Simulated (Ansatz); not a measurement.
# Scan of one atom of the cell for Ag (fcc, Cu type)

Starting cell, Ag (fcc, Cu type):

```
CELL_PARAMETERS angstrom
      4.14918     0.00000     0.00000
      0.00000     4.14918     0.00000
      0.00000     0.00000     4.14918
ATOMIC_POSITIONS crystal
  Ag 0.00000 0.00000 0.00000
  Ag 0.50000 0.50000 0.00000
  Ag 0.50000 0.00000 0.50000
  Ag 0.00000 0.50000 0.50000
```

In this cell atom 1 (Ag, nearest neighbour Ag at 2.934 Å; its periodic images, 4.1 Å or more away, move with it) is moved by s along Cartesian x, unit vector (1.000, 0.000, 0.000); all other atoms and the cell stay fixed.

The numbers are results of PBE (plane waves to 420 eV, PAW, scalar-relativistic; Ansatz, an electronic-structure program), not measurements. k mesh 9×9×9 (Γ-centred), Fermi-Dirac smearing 0.05 eV. Energies are smeared free energies. With partly filled bands, energies and forces of such displacements shift with the k mesh and the smearing. On this mesh the relaxed cell isn't quite at rest: it carries a pressure of -0.1 GPa (compression positive) at the zero of the scan. Ag was relaxed with its symmetry unable to fall. The PAW data are Ansatz's earlier set. ΔE is measured from the undisplaced structure.

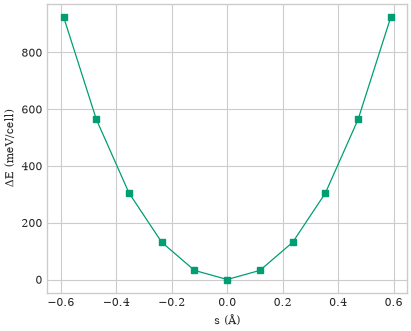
*ΔE (meV/cell) against s (Å); markers are the computed points, lines only join them.*

The energy at s = 0.590 Å is 925 meV/cell. The force constant k = d²E/ds² at s = 0 (finite differences) is 4.58 eV/Å² and the force along the line at s = -0.590 Å is 3.53 eV/Å. Symmetry of the curve: even: the same for both signs. Shape of the curve: a single well with its minimum at or next to zero displacement.

With its periodic images moving along, the atom's site symmetry in this cell is m-3m.

(For displaced atoms, the force is minus the slope of the energy, and its curvature is a force constant, which sets phonon frequencies.)
